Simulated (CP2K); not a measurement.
# ZrH3S3Cl (SMILES [SH][Zr]([SH])([SH])[Cl]) at PM6

What is the energy difference between two shapes of ZrH3S3Cl at PM6? 

The results are computed with CP2K 2026.2.

3 further runs of the same task are left out: 3 set aside as unsound or not needed.

### Step 1. The system as given

The species is ZrH3S3Cl (8 atoms), meant as a singlet with charge 0. As SMILES, `[SH][Zr]([SH])([SH])[Cl]`. Geometry: a GFN2-xTB relaxation, a rough one for these elements and not checked as a minimum. This is one conformer, not always the lowest.

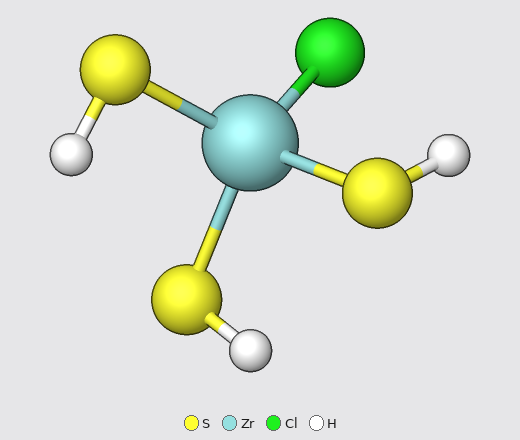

Viewed from a chosen angle; sulfur yellow, zirconium light teal, chlorine green, hydrogen white.

### Step 2. Energy and forces at PM6

Contents of gas.inp:

```
&global
    project_name gas
    run_type ENERGY_FORCE
    print_level MEDIUM
&end global

&force_eval
    method Quickstep
    &dft
        ! Quickstep
        &qs
            method PM6
            eps_default 1.0E-10
            &se
                &coulomb
                    cutoff [angstrom] 50
                    rc_range [angstrom] 0
                &end coulomb
                &exchange
                    cutoff [angstrom] 50
                    rc_range [angstrom] 0
                &end exchange
            &end se
        &end qs
        ! cluster boundary conditions
        &poisson
            periodic NONE
            poisson_solver ANALYTIC
        &end poisson
        ! SCF settings
        &scf
            scf_guess ATOMIC
            eps_scf 1.0E-06
            max_scf 30
            &ot
                minimizer DIIS
                preconditioner FULL_SINGLE_INVERSE
            &end ot
            &outer_scf
                eps_scf 1.0E-06
                max_scf 5
            &end outer_scf
        &end scf
        &print
            &moments
                periodic F
                reference COM
                max_moment 1
            &end moments
            &mo_cubes
                nlumo 3
                nhomo -1
                write_cube F
            &end mo_cubes
            &hirshfeld OFF
            &end hirshfeld
        &end print
    &end dft
    ! structure
    &subsys
        &cell
            abc 20.6 20.1 19.9
            periodic NONE
        &end cell
        &coord
            S     10.787365    11.819535    11.612865
            Zr    10.218635     9.923665    10.166635
            S     11.031645    10.716505     7.993395
            S     11.652825     8.005725    10.666965
            Cl     7.975185     9.702455    10.423925
            H      9.509625    12.094275    11.906605
            H     11.420585    11.908285     8.470185
            H     12.624815     8.400535     9.831225
        &end coord
    &end subsys
    ! extra output
    &print
        &forces ON
        &end forces
    &end print
&end force_eval
```

Launch:

```sh
OMP_NUM_THREADS=1 cp2k.psmp gas.inp > gas.out
```

What it wrote:

```text
CP2K| version string:                                       CP2K version 2026.2
[...]
 GLOBAL| Method name                                                        CP2K
[...]
 GLOBAL| Run type                                                   ENERGY_FORCE
[...]
                             - Atoms:                                          8
[...]
                             - Spherical basis functions:                     48
[...]
 Number of electrons:                                                         32
[...]
     1 OT DIIS     0.80E-01    0.0     0.19549707       -28.5147076963 -2.85E+01
[...]
    17 OT DIIS     0.80E-01    0.0     0.00000089       -32.5061712928 -2.27E-10
  *** SCF run converged in    17 steps ***
  Core-core repulsion energy [eV]:                           1676.45873179878186
  Core Hamiltonian energy [eV]:                             -1373.12802528545922
  Two-electron integral energy [eV]:                        -2375.73722253532196
  Electronic energy [eV]:                                   -2560.99663655311997
  Total energy [eV]:                                         -884.53790475433846
  Atomic reference energy [eV]:                               877.42657647013209
  Heat of formation [kcal/mol]:                              -163.99113903926397
[...]
 SE_DIPOLE| Moment [Debye]          1.83608679       0.05847387      -0.05532971
 SE_DIPOLE| Derivative [a.u.]       0.00000000       0.00000000       0.00000000
 *** WARNING in qs_scf_post_se.F:140 :: Printing of MO cube files not ***
 *** implemented for Semi-Empirical method.                           ***
 ENERGY| Total FORCE_EVAL ( QS ) energy [hartree]            -32.506171292940401
 FORCES| Atomic forces [hartree/bohr]
 FORCES|   Atom     x               y               z               |f|
 FORCES|      1  7.64745425E-03 -1.13584900E-02 -7.60232905E-03   1.56618727E-02
 FORCES|      2  3.65309339E-02  5.23582486E-03 -3.28596429E-03   3.70502437E-02
 FORCES|      3 -8.23827389E-03 -1.49000408E-02  6.38878315E-03   1.81850742E-02
 FORCES|      4 -1.87993386E-02  6.80655102E-03  3.78140300E-03   2.03480534E-02
 FORCES|      5 -2.05791628E-02 -4.86350419E-03  1.76945446E-03   2.12199572E-02
 FORCES|      6 -1.08722277E-02  5.15914785E-03  4.02162995E-03   1.26884061E-02
 FORCES|      7  4.17675385E-03  1.17145034E-02  1.99814117E-03   1.25963260E-02
 FORCES|      8  1.01338609E-02  2.20600784E-03 -7.07111840E-03   1.25523831E-02
 FORCES| Sum    -4.44089210E-16  4.71844785E-16  2.89698820E-16
 FORCES| Total atomic force                                       7.09773298E-16
[...]
```

Wall time 1.2 s (1 thread of AMD EPYC 9R45 (Zen 5), shared host); peak memory 0.19 GiB.

### Step 3. The distorted shape at the same level

Contents of mol.inp:

```
&FORCE_EVAL
  METHOD Quickstep
  &DFT
    CHARGE 0
    MULTIPLICITY 1
    &QS
      METHOD PM6
      EPS_DEFAULT 1.0E-10
      &SE
        &COULOMB
          CUTOFF [angstrom] 50
          RC_RANGE [angstrom] 0
        &END COULOMB
        &EXCHANGE
          CUTOFF [angstrom] 50
          RC_RANGE [angstrom] 0
        &END EXCHANGE
      &END SE
    &END QS
    &POISSON
      PERIODIC NONE
      POISSON_SOLVER ANALYTIC
    &END POISSON
    &SCF
      SCF_GUESS ATOMIC
      EPS_SCF 1.0E-06
      MAX_SCF 30
      &OT ON
        MINIMIZER DIIS
        PRECONDITIONER FULL_SINGLE_INVERSE
      &END OT
      &OUTER_SCF
        EPS_SCF 1.0E-06
        MAX_SCF 5
      &END OUTER_SCF
    &END SCF
    &PRINT
      &MOMENTS
        PERIODIC F
        REFERENCE COM
        MAX_MOMENT 1
      &END MOMENTS
      &MO_CUBES
        NLUMO 3
        NHOMO -1
        WRITE_CUBE F
      &END MO_CUBES
      &HIRSHFELD OFF
      &END HIRSHFELD
    &END PRINT
  &END DFT
  &SUBSYS
    &CELL
      ABC [angstrom] 20.7 20 20
      PERIODIC NONE
    &END CELL
    &COORD
      S     10.851728    11.736106    11.621796
      Zr    10.273262     9.855994    10.188082
      S     11.089960    10.604760     8.015763
      S     11.694434     7.976377    10.703232
      Cl     8.008482     9.663812    10.424996
      H      9.589770    12.023624    11.984237
      H     11.509866    11.813394     8.469464
      H     12.691518     8.345764     9.808834
    &END COORD
  &END SUBSYS
  &PRINT
    &FORCES ON
    &END FORCES
  &END PRINT
&END FORCE_EVAL

&GLOBAL
  PROJECT_NAME mol
  RUN_TYPE ENERGY_FORCE
  PRINT_LEVEL MEDIUM
&END GLOBAL
```

Launch:

```sh
OMP_NUM_THREADS=1 cp2k.psmp -i mol.inp > mol.out 2>&1
```

What it wrote:

```text
CP2K| version string:                                       CP2K version 2026.2
[...]
 GLOBAL| Method name                                                        CP2K
[...]
 GLOBAL| Run type                                                   ENERGY_FORCE
[...]
                             - Atoms:                                          8
[...]
                             - Spherical basis functions:                     48
[...]
 Number of electrons:                                                         32
[...]
     1 OT DIIS     0.80E-01    0.0     0.19532290       -28.5172400168 -2.85E+01
[...]
    17 OT DIIS     0.80E-01    0.0     0.00000087       -32.5081980177 -1.98E-10
  *** SCF run converged in    17 steps ***
  Core-core repulsion energy [eV]:                           1678.84952593061780
  Core Hamiltonian energy [eV]:                             -1373.22723927879133
  Two-electron integral energy [eV]:                        -2380.43068279518457
  Electronic energy [eV]:                                   -2563.44258067638339
  Total energy [eV]:                                         -884.59305474576581
  Atomic reference energy [eV]:                               877.42657647013209
  Heat of formation [kcal/mol]:                              -165.26292815526691
[...]
 SE_DIPOLE| Moment [Debye]          1.52575682       0.08709149      -0.06901296
 SE_DIPOLE| Derivative [a.u.]       0.00000000       0.00000000       0.00000000
 *** WARNING in qs_scf_post_se.F:140 :: Printing of MO cube files not ***
 *** implemented for Semi-Empirical method.                           ***
 ENERGY| Total FORCE_EVAL ( QS ) energy [hartree]            -32.508198017911930
 FORCES| Atomic forces [hartree/bohr]
 FORCES|   Atom     x               y               z               |f|
 FORCES|      1  6.04456118E-03 -6.73618215E-03 -4.28177871E-03   1.00123174E-02
 FORCES|      2  2.55253737E-02  7.05874570E-03 -4.20138581E-03   2.68145900E-02
 FORCES|      3 -4.52305138E-03 -5.70738191E-03  5.32693157E-03   9.02266047E-03
 FORCES|      4  3.10276508E-03  4.59196741E-03 -8.18481738E-03   9.88456126E-03
 FORCES|      5 -1.67238887E-02 -4.28211139E-03  1.37745842E-03   1.73182656E-02
 FORCES|      6 -8.17843272E-03  4.45886289E-03  3.49554835E-03   9.94922501E-03
 FORCES|      7  1.62317071E-03  4.16708091E-03 -7.44146959E-04   4.53354179E-03
 FORCES|      8 -6.87049788E-03 -3.55098147E-03  7.21219052E-03   1.05749186E-02
 FORCES| Sum     6.10622664E-16  5.55111512E-17  4.05925293E-16
 FORCES| Total atomic force                                       7.35334529E-16
[...]
```

Wall time 1.2 s (1 thread of AMD EPYC 9R45 (Zen 5), shared host); peak memory 0.19 GiB.

### Step 4. Outcome

Level: PM6.

```
                                                  quantity            value
                                 first shape: total energy     -32.50617 Eh
                                first shape: dipole moment           1.84 D
    first shape: heat of formation at this unrelaxed shape  -164.0 kcal/mol
                     first shape: largest force on an atom       1.905 eV/Å
                             distorted shape: total energy     -32.50820 Eh
                            distorted shape: dipole moment           1.53 D
distorted shape: heat of formation at this unrelaxed shape  -165.3 kcal/mol
                 distorted shape: largest force on an atom       1.379 eV/Å
                    energy change with the atoms displaced        -0.055 eV
```

In words: With the atoms displaced the energy falls by 0.06 eV (1.3 kcal/mol). The first shape isn't relaxed at this level, so the change isn't measured from a minimum. The largest force (first shape) is 1.91 eV/Å: the shape isn't a stationary point for this species at this level.
